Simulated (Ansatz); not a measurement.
## Response to strain in Ni

The parent structure is Ni in the fcc (Cu type) structure (space group Fm-3m, No. 225; a = 3.521 Å; ferromagnetic; relaxed with 0.1 eV smearing).

Strains are applied to the cell and any free atomic positions relax.

The values are results of plane-wave PAW DFT at the PBE level (Ansatz, a quantum-chemistry and plane-wave program, 420 eV), no spin-orbit coupling, not measurements.

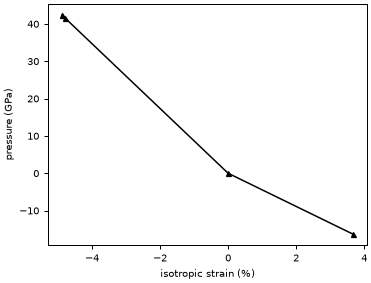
*Pressure against isotropic strain*

```tsv
isotropic strain (%)	pressure
-4.87	42.5 GPa
-4.79	41.5 GPa
3.67	-16.3 GPa
```

The magnetic state is the one reached from the starting moments; the real material's order can differ, and small cells can't hold many antiferromagnetic ones. Stability against distortions was not tested.
